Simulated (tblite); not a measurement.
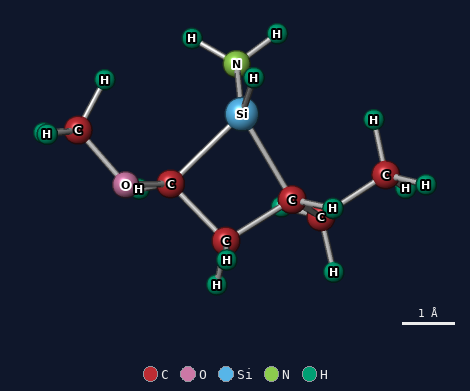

*The structure as given in the input (ball-and-stick view, seen at a tilt).*

Bond lengths as drawn: C–C 1.52 to 1.54 Å, C–H 1.09 to 1.10 Å, C–O 1.40 to 1.42 Å, C–Si 1.92 Å, H–N 1.01 Å, H–Si 1.47 Å and N–Si 1.73 Å.

Frequency calculation of C$_{6}$H$_{15}$NOSi

- system: C$_{6}$H$_{15}$NOSi, SMILES CC[C@@H]1C[C@@H](OC)[Si@@H]1N
- method: GFN2-xTB harmonic vibrations, gas phase (tblite 0.8.0)

It belongs to a series of runs on one base structure; here: H on C replaced by OCH3.

**Input file**
```
{"job": {"kind": "ir", "xc": "GFN2-xTB", "basis": "xTB"}, "charge": 0, "multiplicity": 1}
C     -3.163130    -0.373626    -0.240386
C     -2.062608     0.596853    -0.647095
C     -0.938816     0.647176     0.381684
C      0.199082     1.613205    -0.016216
C      1.307068     0.615169    -0.387052
O      2.539935     0.972061     0.217935
C      3.543403     0.030594    -0.012474
Si     0.292018    -0.821986     0.386951
N     -0.028045    -2.083874    -0.745098
H     -3.958634    -0.387096    -0.982444
H     -2.761311    -1.379299    -0.143997
H     -3.592220    -0.084574     0.717106
H     -1.655562     0.297827    -1.614569
H     -2.492293     1.596853    -0.761172
H     -1.371621     0.914321     1.347534
H     -0.069945     2.290007    -0.825927
H      0.537887     2.206218     0.831055
H      1.451238     0.549612    -1.475769
H      4.432994     0.374722     0.512304
H      3.766429    -0.064375    -1.084326
H      3.251211    -0.959540     0.366979
H      0.732510    -1.225376     1.728939
H     -0.722205    -2.774724    -0.509368
H      0.750881    -2.530383    -1.203571
```

The first line tells a small driver script what to run in tblite; the rest is the geometry in Å.

Command:
```bash
OMP_NUM_THREADS=1 python <driver script> task.json out
```

**Output**
```
mode    cm-1     km/mol
  1      28.8      0.01
  2      86.6      0.19
  3     108.5      3.04
  4     126.9      0.67
  5     142.7      2.12
  6     155.1      1.37
  7     166.8     16.83
  8     211.9      1.56
  9     222.4      1.74
 10     248.9      2.59
 11     283.1      0.14
 12     341.7      2.85
 13     382.7     12.25
 14     482.0      0.50
 15     523.0    104.06
 16     549.5     83.12
 17     589.1    124.59
 18     646.0     66.58
 19     664.8     53.75
 20     707.8     63.01
 21     807.3    120.52
 22     840.3      7.57
 23     857.4     10.41
 24     906.8    192.17
 25     946.5      0.47
 26     997.1     13.82
 27    1028.7     12.23
 28    1042.5      4.37
 29    1061.7      5.49
 30    1087.8      2.61
 31    1107.3      2.00
 32    1124.7     72.82
 33    1139.2      8.67
 34    1167.4     10.69
 35    1186.9      7.61
 36    1199.1     10.65
 37    1216.8     15.23
 38    1250.9      1.21
 39    1269.6      3.94
 40    1301.2      6.29
 41    1313.7      8.57
 42    1348.9      2.64
 43    1407.8      0.89
 44    1410.7      1.30
 45    1469.0      4.17
 46    1477.3      0.40
 47    1496.4      0.14
 48    1497.0      3.03
 49    1501.6      0.43
 50    1506.4      1.47
 51    1513.0     51.98
 52    2204.6    376.44
 53    2826.6     79.85
 54    2857.9     80.09
 55    2892.2     61.14
 56    2941.3     43.29
 57    2953.2     57.73
 58    2982.9     21.16
 59    2992.8     68.74
 60    3018.4     25.74
 61    3018.9     34.51
 62    3025.3     68.91
 63    3029.5     52.39
 64    3039.2     37.62
 65    3458.4      0.87
 66    3494.7      1.03
```

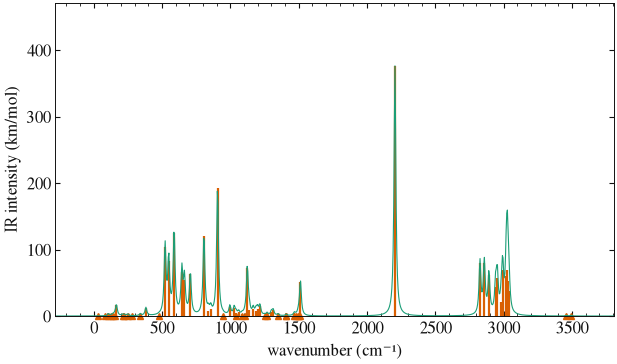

*Harmonic infrared spectrum, unscaled: sticks (degenerate modes added up, dark ones marked on the axis) with a Lorentzian envelope of 16 cm⁻¹ full width, scaled to the tallest stick.*

66 modes from 29 to 3495 cm⁻¹, none imaginary. The strongest line is at 2205 cm⁻¹ (376 km/mol).

**Key numbers**

```tsv
quantity	value
outcome	converged
total energy	−794.4711 eV
zero-point energy	127.0680 kcal/mol
hardware	1 CPU thread, shared host
wall time	1.1 s
peak memory	0.18 GiB
```
